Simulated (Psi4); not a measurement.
# GeHF (SMILES [F][GeH]): HF/STO-3G

Aim: the vertical singlet–triplet gap of GeHF at HF/STO-3G, from 2 runs. 

The calculation is run with Psi4 1.11.

## 1. Starting point

GeHF has 3 atoms, charge 0, and is taken as a singlet. As SMILES, `[F][GeH]`. The shape is that of a PBE0-D4/def2-TZVP optimisation.

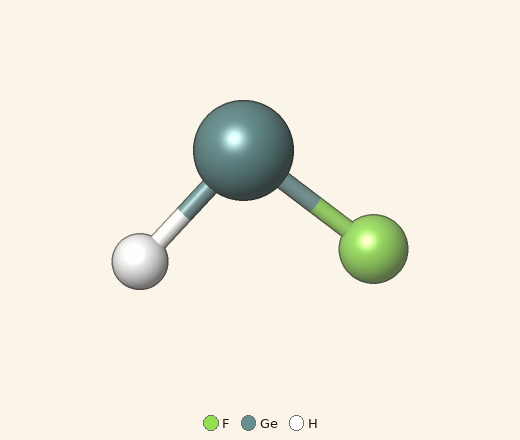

The structure, seen from a chosen angle (fluorine green, germanium teal, hydrogen white).

## 2. The energy at HF/STO-3G

fgeh.xyz

```xyz
3
FGeH
F      0.672100     1.012600     0.469700
Ge    -0.657900     0.195200    -0.335600
H     -0.025200    -1.272700    -0.147400
```

calc.py

```python
import psi4

psi4.set_memory(1600000000)
psi4.set_num_threads(1)
psi4.set_output_file('run.log', False)

with open('fgeh.xyz') as f:
    atoms = ''.join(f.readlines()[2:])
molecule = psi4.geometry('0 1\n' + atoms + 'symmetry c1')

psi4.set_options(dict(basis='STO-3G', puream=True, e_convergence=1e-09, d_convergence=1e-08, scf_type='pk'))

e, wfn = psi4.energy('scf', return_wfn=True)
psi4.oeprop(wfn, 'QUADRUPOLE', 'DIPOLE', 'WIBERG_LOWDIN_INDICES')
print('E =', round(e, 9))
```

Run with:

```sh
$ python calc.py
```

run.log, cut to the lines that bear on the results:

```text
[...]
  Running in c1 symmetry.
[...]
  Nuclear repulsion =   99.212640357430828
[...]
  Multiplicity = 1
[...]
  Nalpha       = 21
  Nbeta        = 21
[...]
    Number of basis functions: 24
[...]
   @RHF iter   1: -2150.09768347382442   -3.26495e+00   2.37929e-02 DIIS/ADIIS
[...]
   @RHF iter  11: -2150.31454495430944   -9.09495e-13   6.78568e-09 DIIS
[...]
    Orbital Energies [Eh]
    ---------------------
    Doubly Occupied:
       1A   -400.490100     2A    -50.337012     3A    -45.401155
       4A    -45.399595     5A    -45.398665     6A    -25.812237
       7A     -6.441528     8A     -4.485524     9A     -4.479918
      10A     -4.474847    11A     -1.403164    12A     -0.623331
      13A     -0.622050    14A     -0.616313    15A     -0.611958
      16A     -0.610398    17A     -0.574128    18A     -0.445202
      19A     -0.412158    20A     -0.383418    21A     -0.238015
[...]
  @RHF Final Energy: -2150.31454495430944
   => Energetics <=
    Nuclear Repulsion Energy =             99.2126403574308284
    One-Electron Energy =               -3220.5329416183076319
    Two-Electron Energy =                 971.0057563065672639
    Total Energy =                      -2150.3145449543098948
[...]
 Multipole Moments:
 ------------------------------------------------------------------------------------
     Multipole            Electronic (a.u.)      Nuclear  (a.u.)        Total (a.u.)
 ------------------------------------------------------------------------------------
 L = 1.  Multiply by 2.5417464519 to convert [e a0] to [Debye]
 Dipole X            :         -2.3642314            2.1520645           -0.2121669
 Dipole Y            :          0.5678507           -0.7472827           -0.1794320
 Dipole Z            :          0.0000000           -0.0000000            0.0000000
 Magnitude           :                                                    0.2778680
 L = 2.  Multiply by 1.3450342976 to convert [e a0^2] to [Debye ang]
 Quadrupole XX       :        -78.2332286           60.9316121          -17.3016165
 Quadrupole XY       :        -30.3973834           30.1796061           -0.2177774
[...]
```

Standard output:

```text
E = -2150.314544954
```

Run time: 1.2 s. Hardware: 1 thread of Intel Xeon 6975P-C (Granite Rapids), shared host; peak memory 0.2 GiB.

## 3. The triplet: energy and gradient at UHF/STO-3G

input.in

```
memory 1600 MB

molecule molecule1 {
  0 3
  F      0.672100     1.012600     0.469700
  Ge    -0.657900     0.195200    -0.335600
  H     -0.025200    -1.272700    -0.147400
  symmetry c1
}

set basis STO-3G
set reference uhf
set puream true
set e_convergence 1e-09
set d_convergence 1e-08
set scf_type pk
set maxiter 200

result, w = gradient('scf', return_wfn=True)
oeprop(w, 'QUADRUPOLE', 'MULLIKEN_CHARGES', 'WIBERG_LOWDIN_INDICES', title='SCF')
```

Run with:

```sh
$ psi4 -i input.in -o input.out -n 1
```

input.out, cut to the lines that bear on the results:

```text
[...]
  Running in c1 symmetry.
[...]
  Nuclear repulsion =   99.212640357430828
[...]
  Multiplicity = 3
[...]
  Nalpha       = 22
  Nbeta        = 20
[...]
    Number of basis functions: 24
[...]
   @UHF iter   1: -2149.92966808892743   -3.09693e+00   2.68401e-02 ADIIS/DIIS
[...]
   @UHF iter  17: -2150.25722936185775   -4.54747e-13   7.61231e-09 DIIS
[...]
   @S^2 Observed:                2.005224550E+00
[...]
  @UHF Final Energy: -2150.25722936185775
   => Energetics <=
    Nuclear Repulsion Energy =             99.2126403574308284
    One-Electron Energy =               -3221.2662638870042429
    Two-Electron Energy =                 971.7963941677157891
    Total Energy =                      -2150.2572293618577532
  UHF NO Occupations:
  HONO-2 :   20  A 1.9977554
  HONO-1 :   21  A 1.0000000
[...]
  -Total Gradient:
     Atom            X                  Y                   Z
    ------   -----------------  -----------------  -----------------
       1        0.031093801767    -0.003668675567    -0.000000000000
       2       -0.071264314225     0.047002987146     0.000000000000
       3        0.040170512426    -0.043334311588    -0.000000000000
[...]
 Multipole Moments:
 ------------------------------------------------------------------------------------
     Multipole            Electronic (a.u.)      Nuclear  (a.u.)        Total (a.u.)
 ------------------------------------------------------------------------------------
 L = 1.  Multiply by 2.5417464519 to convert [e a0] to [Debye]
 Dipole X            :         -2.9750730            2.1520645           -0.8230085
 Dipole Y            :          0.7322647           -0.7472827           -0.0150180
 Dipole Z            :          0.0000000           -0.0000000            0.0000000
 Magnitude           :                                                    0.8231455
 L = 2.  Multiply by 1.3450342976 to convert [e a0^2] to [Debye ang]
 Quadrupole XX       :        -75.9873423           60.9316121          -15.0557302
 Quadrupole XY       :        -31.0219921           30.1796061           -0.8423860
[...]
```

Run time: 1.4 s. Hardware: 1 thread of Intel Xeon 6975P-C (Granite Rapids), shared host; peak memory 0.19 GiB.

## 4. Results

Level: HF/STO-3G.

```
                                        quantity           value
                           singlet: total energy  -2150.31454 Eh
                          singlet: dipole moment          0.71 D
                            singlet: HOMO energy        -6.48 eV
                            singlet: LUMO energy         4.88 eV
                          singlet: HOMO–LUMO gap        11.36 eV
                           triplet: total energy  -2150.25723 Eh
                          triplet: dipole moment          2.09 D
     triplet: HOMO energy (highest over α and β)        -4.93 eV
      triplet: LUMO energy (lowest over α and β)         3.36 eV
                                   triplet: ⟨S²⟩           2.005
               triplet: largest force on an atom      4.390 eV/Å
vertical energy of the triplet above the singlet        1.560 eV
```

**Reading.** At this shape the triplet lies 1.56 eV (150 kJ/mol) above the singlet. In a minimal basis such a difference can be off by several eV, whatever the method.
